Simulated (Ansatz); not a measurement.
One crystal and one scan (scan of one atom of the cell) at two levels, PBE-D3(BJ) (plane waves to 420 eV, PAW, scalar-relativistic; Ansatz, a quantum-chemistry and plane-wave program) and r2SCAN+rVV10 (plane waves to 500 eV, PAW, scalar-relativistic; Ansatz), each from its own relaxed cell and on its own mesh. The cell shown is that of PBE-D3(BJ).

BN (h-BN type, space group P6_3/mmc)

```
BN
1.0
    2.50580     0.00000     0.00000
   -1.25290     2.17009     0.00000
    0.00000     0.00000     6.61621
B N
2 2
Cartesian
  0.00000   1.44673   1.65405
  1.25290   0.72336   4.96215
  0.00000   1.44673   4.96215
  1.25290   0.72336   1.65405
```

In each cell atom 1 (B, nearest neighbour N at 1.447 Å; its periodic images, 2.5 Å or more away, move with it) moves by s·(0.000, 0.000, 1.000) (along Cartesian z), the rest being held.

E stands for the smeared free energy. BN was relaxed with its symmetry unable to fall. The PAW data are Ansatz's earlier set. Percentages come from the unrounded values. Both scans cover s from -0.290 to 0.290 Å.

| quantity | PBE-D3(BJ) | r2SCAN+rVV10 | PBE-D3(BJ) − r2SCAN+rVV10 |
|---|---|---|---|
| Lattice constant a (Å) | 2.506 | 2.500 | +0.006 (+0.2 %) |
| Lattice constant c (Å) | 6.616 | 6.525 | +0.091 (+1.4 %) |
| Relaxed volume (Å³/atom) | 8.99 | 8.83 | +0.16 (+1.9 %) |
| Energy at s = 0.290 Å (meV/cell) | 567 | 601 | -34 (-5.7 %) |
| Force along the line at s = -0.290 Å (eV/Å) | 3.944 | 4.181 | -0.237 (-5.7 %) |
| Force constant k = d²E/ds² at s = 0 (finite differences) (eV/Å²) | 13.36 | 14.16 | -0.80 (-5.7 %) |

PBE-D3(BJ) gives the higher value for: lattice constant a; lattice constant c; relaxed volume. PBE-D3(BJ) gives the lower value for: energy at s = 0.290 Å; force along the line at s = -0.290 Å; force constant k = d²E/ds² at s = 0. Both give the same symmetry of the curve: even: the same for both signs.

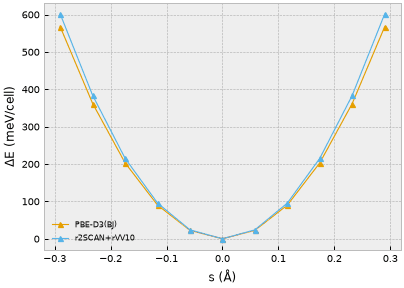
*ΔE, each from the undisplaced structure of its own level.*

(For displaced atoms, the force is minus the slope of the energy, and its curvature is a force constant, which sets phonon frequencies.)
